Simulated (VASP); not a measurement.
# CuAu (Tetraauricupride) with and without spin-orbit coupling, part 3 of 3

What does spin-orbit coupling change in CuAu (Tetraauricupride), and what does it cost? All runs use PBE. Left out of this account: 1 further run (self-consistent run: a reference on another mesh). The start is a cell from a database of measured crystal structures.

VASP 6.6.1, plane waves and PAW; the level of theory is named at each step.

So far. Step 4 (Density of states (PBE)): Of the states within 0.3 eV of the Fermi level, the largest shares in the PAW spheres are Au d 24 %, Cu d 24 % and Au p 11 %. The rest lies in smaller channels or between the spheres. Step 5 (Density of states (PBE + SOC)): The DOS at the Fermi level goes from 0.571 to 0.588 states/eV/cell, a number that is sensitive to the mesh. The run took 2.9 times the core time, with 34 spinor bands against 23.

**6. Relaxing cell and atoms (PBE)**

This step: PBE; plane waves and PAW (Cu, Au) (VASP 6.6.1).

Last, the cell itself: ISIF = 3 frees volume, shape and positions, first without the coupling.

Input file INCAR:

```
SYSTEM = CuAu
PREC = Accurate
ENCUT = 400
EDIFF = 1E-06
NELM = 100
ISMEAR = -1
SIGMA = 0.05
LREAL = .FALSE.
ALGO = Normal
GGA = PE
NBANDS = 17
LASPH = .TRUE.
LORBIT = 11
LWAVE = .FALSE.
LCHARG = .FALSE.
KPAR = 2
IBRION = 2
NSW = 60
ISIF = 3
EDIFFG = -0.01
```

Input file POSCAR:

```
CuAu
1.0
    2.8000000000      0.0000000000      0.0000000000
    0.0000000000      2.8000000000      0.0000000000
    0.0000000000      0.0000000000      3.6700000000
Cu Au
1 1
Direct
    0.5000000000      0.5000000000      0.5000000000
    0.0000000000      0.0000000000      0.0000000000
```

Input file KPOINTS:

```
Automatic mesh
0
Gamma
12 12 9
0 0 0
```

PAW data sets: Cu and Au (PBE family, release 64).

Launch:

```bash
$ mpirun -np 2 vasp_std
```

The program printed:

```text
[... set-up lines as in an earlier step ...]
 entering main loop
       N       E                     dE             d eps       ncg     rms          rms(c)
DAV:   1     0.106625511396E+03    0.10663E+03   -0.95059E+03  5209   0.150E+03
DAV:   2    -0.470959074431E+01   -0.11134E+03   -0.10517E+03  4873   0.264E+02
DAV:   3    -0.797824744179E+01   -0.32687E+01   -0.32299E+01  5878   0.569E+01
DAV:   4    -0.801985897050E+01   -0.41612E-01   -0.41587E-01  6022   0.522E+00
DAV:   5    -0.802109890048E+01   -0.12399E-02   -0.12399E-02  6693   0.933E-01    0.118E+01
DAV:   6    -0.748440284858E+01    0.53670E+00   -0.69990E+00  5040   0.738E+01    0.552E+00
DAV:   7    -0.711659318061E+01    0.36781E+00   -0.28160E+00  5880   0.792E+01    0.610E+00
DAV:   8    -0.704411668812E+01    0.72476E-01   -0.24275E-01  6524   0.129E+01    0.286E+00
DAV:   9    -0.703747124296E+01    0.66454E-02   -0.14276E-02  7236   0.209E+00    0.176E-01
DAV:  10    -0.703691350436E+01    0.55774E-03   -0.38941E-03  6128   0.129E+00    0.848E-02
DAV:  11    -0.703688648961E+01    0.27015E-04   -0.14722E-04  7320   0.249E-01    0.254E-02
DAV:  12    -0.703688300523E+01    0.34844E-05   -0.14199E-05  7368   0.922E-02    0.622E-03
DAV:  13    -0.703688262423E+01    0.38100E-06   -0.86755E-07  2948   0.115E-02
   1 F= -.70368826E+01 E0= -.70333208E+01  d E =-.703688E+01
 curvature:   0.00 expect dE= 0.000E+00 dE for cont linesearch  0.000E+00
 trial: gam= 0.00000 g(F)=  0.000E+00 g(S)=  0.938E-01 ort = 0.000E+00 (trialstep = 0.100E+01)
 search vector abs. value=  0.938E-01
 bond charge predicted
       N       E                     dE             d eps       ncg     rms          rms(c)
DAV:   1    -0.929380219587E+01   -0.22569E+01   -0.33893E+01  5151   0.118E+02    0.109E+01
DAV:   2    -0.752474352514E+01    0.17691E+01   -0.10062E+01  4973   0.106E+02    0.441E+00
DAV:   3    -0.727240005817E+01    0.25234E+00   -0.45182E+00  5135   0.569E+01    0.543E+00
DAV:   4    -0.708245102026E+01    0.18995E+00   -0.33620E-01  6026   0.257E+01    0.293E+00
DAV:   5    -0.704878848013E+01    0.33663E-01   -0.20465E-01  6294   0.163E+01    0.885E-01
DAV:   6    -0.704056512635E+01    0.82234E-02   -0.44044E-02  6693   0.609E+00    0.550E-02
DAV:   7    -0.704063134502E+01   -0.66219E-04   -0.74058E-04  5526   0.257E-01    0.425E-02
DAV:   8    -0.704061059935E+01    0.20746E-04   -0.10469E-04  6300   0.321E-01    0.464E-03
DAV:   9    -0.704061114271E+01   -0.54336E-06   -0.80771E-06  6741   0.681E-02
   2 F= -.70406111E+01 E0= -.70373745E+01  d E =-.372852E-02
[...]
3 F= -.70602607E+01 E0= -.70568909E+01  d E =-.233781E-01
[...]
4 F= -.70602655E+01 E0= -.70568918E+01  d E =-.233828E-01
[...]
5 F= -.70613504E+01 E0= -.70580985E+01  d E =-.108492E-02
[...]
6 F= -.70636113E+01 E0= -.70604598E+01  d E =-.334578E-02
[...]
7 F= -.70639906E+01 E0= -.70605504E+01  d E =-.372509E-02
 curvature:   2.53 expect dE= 0.213E-03 dE for cont linesearch  0.182E-03
 ZBRENT: bracketing found
 ZBRENT: interpolating
 opt :   7.0230  next Energy=    -7.064292 (dE=-0.403E-02)
 bond charge predicted
       N       E                     dE             d eps       ncg     rms          rms(c)
DAV:   1    -0.707831466629E+01   -0.14324E-01   -0.73916E-01  5378   0.719E+00    0.783E-01
DAV:   2    -0.706887972304E+01    0.94349E-02   -0.88854E-03  6610   0.175E+00    0.450E-01
DAV:   3    -0.706485420206E+01    0.40255E-02   -0.59703E-03  6976   0.217E+00    0.197E-01
DAV:   4    -0.706439033847E+01    0.46386E-03   -0.27462E-03  5526   0.168E+00    0.645E-02
DAV:   5    -0.706437726005E+01    0.13078E-04   -0.13707E-04  7143   0.290E-01    0.373E-02
DAV:   6    -0.706437721518E+01    0.44869E-07   -0.10576E-05  6563   0.379E-02    0.256E-03
DAV:   7    -0.706437704953E+01    0.16565E-06   -0.71363E-07  3021   0.214E-02
   8 F= -.70643770E+01 E0= -.70611105E+01  d E =-.411158E-02
 curvature:  -4.19 expect dE=-0.141E-04 dE for cont linesearch -0.928E-05
 trial: gam= 0.00000 g(F)=  0.218E-62 g(S)=  0.337E-05 ort =-0.533E-04 (trialstep = 0.213E+01)
 search vector abs. value=  0.337E-05
 reached required accuracy - stopping structural energy minimisation
```

The job ended after 99 s (2 MPI ranks of AMD EPYC 7R43, shared host; peak memory 0.28 GiB).

Parts of OUTCAR (step 6):

```text
   k-points           NKPTS =    140   k-points in BZ     NKDIM =    140   number of bands    NBANDS=     17

   NELECT =      22.0000    total number of electrons

 E-fermi :   8.2292

 k-point     1 :       0.0000    0.0000    0.0000
  band No.  band energies     occupation
    ...
      7       5.6732      2.00000
      8       6.2752      2.00000
      9       6.6404      2.00000
     10       6.8413      2.00000
     11       6.8413      2.00000
     12      11.1948      0.00000
     13      17.0034      0.00000
     14      17.5826      0.00000
     15      17.5826      0.00000
     16      24.1572      0.00000
    ...

  Total       -0.0079268     -0.0079268      0.0037613      0.0000000     -0.0000000      0.0000000
  in kB       -0.4238585     -0.4238585      0.2011203      0.0000000     -0.0000000      0.0000000
  external PRESSURE =      -0.2155323 kB  Pullay stress =       0.0000000 kB

 POSITION                                       TOTAL-FORCE (eV/Angst)
 -----------------------------------------------------------------------------------
      1.44361      1.44361      1.79722         0.000000      0.000000      0.000000
      0.00000      0.00000      0.00000        -0.000000     -0.000000      0.000000
 -----------------------------------------------------------------------------------
    total drift:                                0.000000     -0.000000     -0.000000

  FREE ENERGIE OF THE ION-ELECTRON SYSTEM (eV)
  ---------------------------------------------------
  free  energy   TOTEN  =        -7.0643770495 eV

  energy  without entropy=       -7.0578440481  energy(sigma->0) =       -7.06111055

 reached required accuracy - stopping structural energy minimisation

[... 6 parts as in an earlier step ...]

[... 10 further parts left out ...]
```

CONTCAR:

```
CuAu
   1.00000000000000
     2.8872111854498019    0.0000000000000000   -0.0000000000000001
     0.0000000000000000    2.8872111854498019   -0.0000000000000001
    -0.0000000000000001   -0.0000000000000001    3.5944410489143213
  Cu              Au
     1     1
Direct
     0.5000000000000000    0.5000000000000000    0.5000000000000000
     0.0000000000000000    0.0000000000000000    0.0000000000000000
```

The run keeps the 16 symmetry operations of its start, so it cannot find a distortion of lower symmetry.

Step by step:

```csv
step,energy less that of the first step (eV),largest force (eV/Å),pressure (GPa),volume (Å³)
1,0.0000,0.0000,6.30,28.77
2,-0.0037,0.0000,-5.18,31.19
3,-0.0234,0.0000,-0.18,30.00
4,-0.0234,0.0000,-0.09,29.98
5,-0.0245,0.0000,0.12,29.98
6,-0.0267,0.0000,-0.05,29.98
7,-0.0271,0.0000,-0.07,29.95
8,-0.0275,0.0000,-0.02,29.96
```

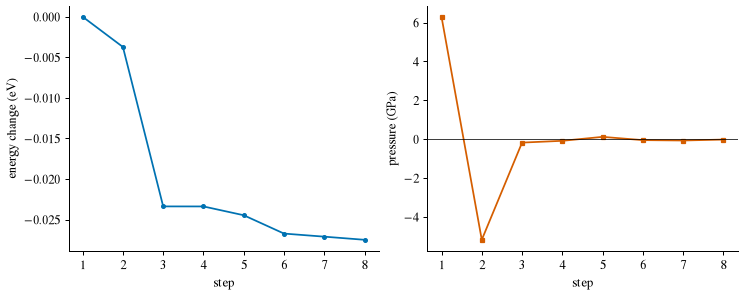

Energy and pressure along the relaxation.

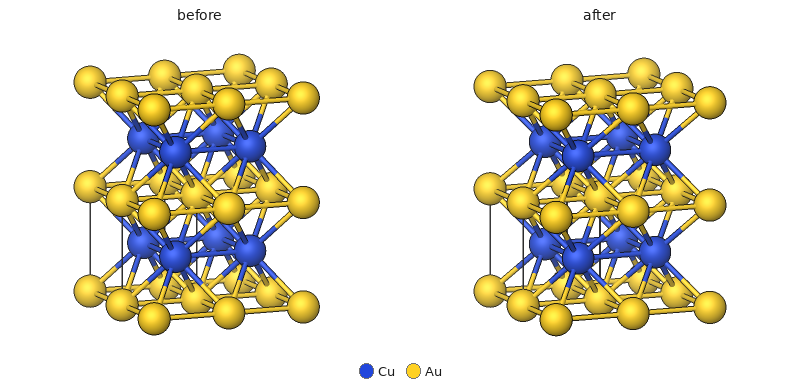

The structure before and after the relaxation, drawn at the same scale.

```csv
"conventional cell, symmetrised",before,after,change
a (Å),2.800,2.887,+3.1 %
b (Å),2.800,2.887,+3.1 %
c (Å),3.670,3.594,-2.1 %
volume (Å³/atom),14.39,14.98,+4.1 %
```

The relaxed structure:

```xyz
2
Lattice="2.8872 0.0000 0.0000 0.0000 2.8872 0.0000 0.0000 0.0000 3.5944" Properties=species:S:1:pos:R:3 pbc="T T T"
Cu    1.4436    1.4436    1.7972
Au    0.0000    0.0000    0.0000
```

This step gave:

* bands: 17
* free energy (TOTEN): -7.064 eV
* energy at zero smearing: -7.061 eV
* Fermi energy: 8.229 eV
* pressure: -0.02155 GPa
* SCF cycles over all ionic steps: 66

It ends with forces that vanish by symmetry and a pressure of -0.02 GPa.

**7. Full relaxation (PBE + SOC)**

This step: PBE, spin-orbit coupling; plane waves and PAW (Cu, Au) (VASP 6.6.1).

The same relaxation with spinors and spin-orbit coupling.

INCAR, as its differences from that of step 6:

```diff
@@ -10,4 +10,9 @@
 GGA = PE
-NBANDS = 17
+LNONCOLLINEAR = .TRUE.
+MAGMOM = 0 0 0 0 0 0
+NBANDS = 34
+GGA_COMPAT = .FALSE.
 LASPH = .TRUE.
+LSORBIT = .TRUE.
+LMAXMIX = 4
 LORBIT = 11
```

POSCAR is that of step 6.

KPOINTS is that of step 6.

Launch:

```bash
$ mpirun -np 2 vasp_ncl
```

The program printed:

```text
[... set-up lines as in an earlier step ...]
 entering main loop
       N       E                     dE             d eps       ncg     rms          rms(c)
[... 14 cycles as in an earlier step ...]
   1 F= -.73475318E+01 E0= -.73439179E+01  d E =-.734753E+01  mag=     0.0000    -0.0000     0.0000
 curvature:   0.00 expect dE= 0.000E+00 dE for cont linesearch  0.000E+00
 trial: gam= 0.00000 g(F)=  0.000E+00 g(S)=  0.762E-01 ort = 0.000E+00 (trialstep = 0.100E+01)
 search vector abs. value=  0.762E-01
 bond charge predicted
       N       E                     dE             d eps       ncg     rms          rms(c)
DAV:   1    -0.918923646678E+01   -0.18417E+01   -0.26490E+01 12096   0.108E+02    0.985E+00
DAV:   2    -0.775996309494E+01    0.14293E+01   -0.76903E+00 11780   0.996E+01    0.439E+00
DAV:   3    -0.753127662653E+01    0.22869E+00   -0.30232E+00 12148   0.547E+01    0.468E+00
DAV:   4    -0.738048655213E+01    0.15079E+00   -0.23506E-01 13266   0.234E+01    0.258E+00
DAV:   5    -0.735145653310E+01    0.29030E-01   -0.52282E-02 15206   0.779E+00    0.101E+00
DAV:   6    -0.735022179632E+01    0.12347E-02   -0.14149E-02 15718   0.332E+00    0.463E-01
DAV:   7    -0.734853199825E+01    0.16898E-02   -0.49000E-03 14442   0.259E+00    0.379E-02
DAV:   8    -0.734858282609E+01   -0.50828E-04   -0.31327E-04 12690   0.205E-01    0.280E-02
DAV:   9    -0.734857629521E+01    0.65309E-05   -0.15047E-05 13716   0.147E-01    0.815E-03
DAV:  10    -0.734857629856E+01   -0.33460E-08   -0.23159E-06  9582   0.378E-02
   2 F= -.73485763E+01 E0= -.73455420E+01  d E =-.104447E-02  mag=     0.0000     0.0000    -0.0000
[...]
3 F= -.73658566E+01 E0= -.73624980E+01  d E =-.183248E-01  mag=    -0.0000     0.0000     0.0000
[...]
4 F= -.73658494E+01 E0= -.73624842E+01  d E =-.183175E-01  mag=     0.0000    -0.0000    -0.0000
[...]
5 F= -.73663225E+01 E0= -.73630371E+01  d E =-.473127E-03  mag=    -0.0000    -0.0000    -0.0000
[...]
6 F= -.73675097E+01 E0= -.73643921E+01  d E =-.166030E-02  mag=    -0.0000    -0.0000     0.0000
 curvature:  -2.59 expect dE=-0.145E-02 dE for cont linesearch -0.612E-03
 ZBRENT: increasing intervall
 opt :   8.9677  next Energy=    -7.368558 (dE=-0.271E-02)
 bond charge predicted
       N       E                     dE             d eps       ncg     rms          rms(c)
DAV:   1    -0.740722113988E+01   -0.39711E-01   -0.21569E+00 11168   0.125E+01    0.134E+00
DAV:   2    -0.738275978785E+01    0.24461E-01   -0.51380E-02 14072   0.587E+00    0.832E-01
DAV:   3    -0.737452309919E+01    0.82367E-02   -0.34895E-02 12606   0.707E+00    0.652E-01
DAV:   4    -0.736806902659E+01    0.64541E-02   -0.15918E-02 14356   0.475E+00    0.112E-01
DAV:   5    -0.736814325959E+01   -0.74233E-04   -0.12581E-03 14192   0.400E-01    0.788E-02
DAV:   6    -0.736814274771E+01    0.51188E-06   -0.56052E-05 14782   0.240E-01    0.379E-02
DAV:   7    -0.736813963396E+01    0.31138E-05   -0.97545E-06 14574   0.893E-02    0.109E-02
DAV:   8    -0.736813837518E+01    0.12588E-05   -0.31887E-06  9240   0.654E-02    0.168E-03
DAV:   9    -0.736813843982E+01   -0.64646E-07   -0.58756E-07  5904   0.764E-03
   7 F= -.73681384E+01 E0= -.73649531E+01  d E =-.228908E-02  mag=     0.0000    -0.0000    -0.0000
 curvature:  -4.43 expect dE=-0.485E-04 dE for cont linesearch -0.478E-04
 trial: gam= 0.00000 g(F)=  0.152E-61 g(S)=  0.110E-04 ort =-0.757E-04 (trialstep = 0.251E+01)
 search vector abs. value=  0.110E-04
 reached required accuracy - stopping structural energy minimisation
```

The job ended after 6.7 min (2 MPI ranks; peak memory 0.47 GiB; 13 min of CPU time).

OUTCAR, selected parts (step 7):

```text
   NELECT =      22.0000    total number of electrons

 E-fermi :   8.3234

 k-point     1 :       0.0000    0.0000    0.0000
  band No.  band energies     occupation
    ...
     18       6.6374      1.00000
     19       6.7897      1.00000
     20       6.7897      1.00000
     21       7.1666      1.00000
     22       7.1666      1.00000
     23      11.0088      0.00000
     24      11.0088      0.00000
     25      16.9402      0.00000
     26      16.9402      0.00000
     27      17.3779      0.00000
    ...

  Total       -0.0072946     -0.0072946      0.0186522      0.0000000      0.0000000      0.0000000
  in kB       -0.3919124     -0.3919124      1.0021104      0.0000000      0.0000000      0.0000000
  external PRESSURE =       0.0727619 kB  Pullay stress =       0.0000000 kB

 POSITION                                       TOTAL-FORCE (eV/Angst)
 -----------------------------------------------------------------------------------
      1.43651      1.43651      1.80641        -0.000000     -0.000000      0.000000
     -0.00000      2.87302      3.61283         0.000000      0.000000      0.000000
 -----------------------------------------------------------------------------------
    total drift:                                0.000000      0.000000      0.000000

  FREE ENERGIE OF THE ION-ELECTRON SYSTEM (eV)
  ---------------------------------------------------
  free  energy   TOTEN  =        -7.3681384398 eV

  energy  without entropy=       -7.3617678258  energy(sigma->0) =       -7.36495313

 Spin-Orbit-Coupling matrix elements
 Ion:    1  E_soc:     -0.0155126
 Ion:    2  E_soc:     -0.5989028

 magnetization (x)
# of ion       s       p       d       tot
------------------------------------------
    1        0.000   0.000   0.000   0.000
    2        0.000   0.000  -0.000  -0.000
--------------------------------------------------
tot          0.000   0.000  -0.000  -0.000

 magnetization (y)
# of ion       s       p       d       tot
------------------------------------------
    1        0.000   0.000  -0.000   0.000
    2        0.000   0.000   0.000   0.000
--------------------------------------------------
tot          0.000   0.000  -0.000   0.000

 magnetization (z)
# of ion       s       p       d       tot
------------------------------------------
    1       -0.000  -0.000   0.000  -0.000
    2       -0.000   0.000   0.000   0.000
--------------------------------------------------
tot         -0.000  -0.000   0.000  -0.000

[... 8 parts as in an earlier step ...]

[... 10 further parts left out ...]
```

CONTCAR:

```
CuAu
   1.00000000000000
     2.8730177283095162    0.0000000000000000   -0.0000000000000001
     0.0000000000000000    2.8730177283095162   -0.0000000000000001
    -0.0000000000000001   -0.0000000000000001    3.6128286107177674
  Cu              Au
     1     1
Direct
     0.5000000000000000    0.5000000000000000    0.5000000000000000
     0.0000000000000000    1.0000000000000000    1.0000000000000000
```

Relaxation path:

```csv
step,energy less that of the first step (eV),largest force (eV/Å),pressure (GPa),volume (Å³)
1,0.0000,0.0000,5.70,28.77
2,-0.0010,0.0000,-4.67,30.96
3,-0.0183,0.0000,-0.14,29.84
4,-0.0183,0.0000,0.08,29.82
5,-0.0188,0.0000,0.25,29.82
6,-0.0200,0.0000,0.36,29.82
7,-0.0206,0.0000,0.01,29.82
```

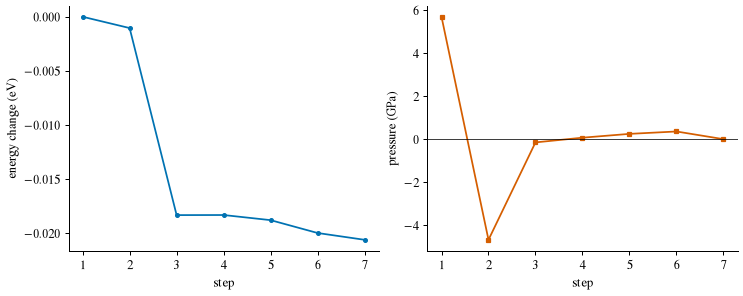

Energy and pressure along the relaxation.

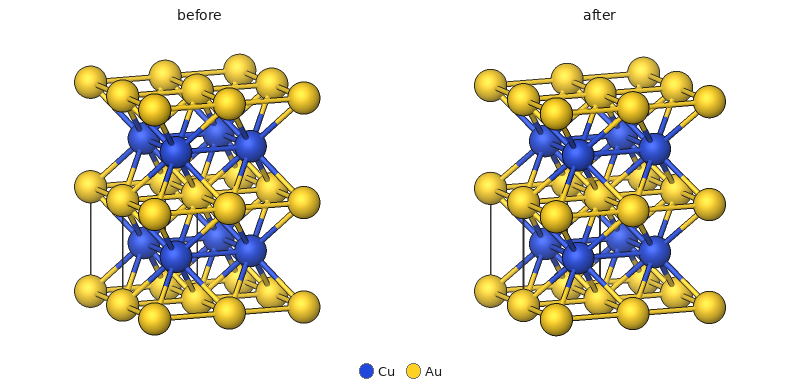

The structure before and after the relaxation, drawn at the same scale.

```csv
"conventional cell, symmetrised",before,after,change
a (Å),2.800,2.873,+2.6 %
b (Å),2.800,2.873,+2.6 %
c (Å),3.670,3.613,-1.6 %
volume (Å³/atom),14.39,14.91,+3.6 %
```

Final coordinates:

```xyz
2
Lattice="2.8730 0.0000 0.0000 0.0000 2.8730 0.0000 0.0000 0.0000 3.6128" Properties=species:S:1:pos:R:3 pbc="T T T"
Cu    1.4365    1.4365    1.8064
Au    0.0000    0.0000    0.0000
```

This step gave:

```yaml
bands: 34
free_energy_toten: -7.368 eV
energy_at_zero_smearing: -7.365 eV
fermi_energy: 8.323 eV
pressure: 0.007276 GPa
scf_cycles_over_all_ionic_steps: 62
```

On-site spin-orbit energy by atom:

```csv
atom,on-site spin-orbit energy (eV)
Cu1,-0.016
Au2,-0.599
```

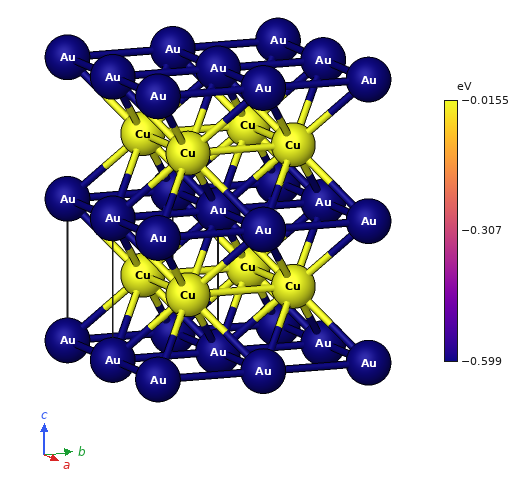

Atoms coloured by on-site spin-orbit energy. 2×2×2 cells are drawn. Some periodic images of atoms are drawn too.

The cell ends at 14.91 Å³/atom, -0.5 % from the run without the coupling. The run took 4.0 times the core time, with 34 spinor bands against 17.

**8. Side by side**

```
                               quantity  without  with spin-orbit coupling
                               gap (eV)     none                      none
                    core minutes, bands      1.4                       4.6
DOS at the Fermi level (states/eV/cell)    0.571                     0.588
                      core minutes, DOS      1.0                       3.0
               relaxed volume (Å³/atom)    14.98                     14.91
               core minutes, relaxation      3.3                        13
```

**9. Outcome**

| Item | Value |
| --- | --- |
| gap (eV), without → with | none → none |
| DOS at the Fermi level (states/eV/cell), without → with | 0.571 → 0.588 |
| relaxed volume (Å³/atom), without → with | 14.98 → 14.91 |

**Reading.** CuAu (Tetraauricupride) has no gap with or without spin-orbit coupling. The relaxed volume moves by -0.5 %. The spinor runs cost 2.9 to 4.0 times as much, on a shared host.

[Lines on the potential files, build, host, timing and source positions are cut from VASP's logs without a mark.]

[Logs are printed without paths, hosts, clocks, repeated set-up lines and the standing remarks that a program may print on its own settings, such as how far it seeks lower states.]

[Hosts, paths, dates, database ids (printed as entryN), source tags and the programs' standing remarks are cut or masked in the printed files.]

[A measured line is paired with the nearest computed mode of its activity, which favours agreement.]
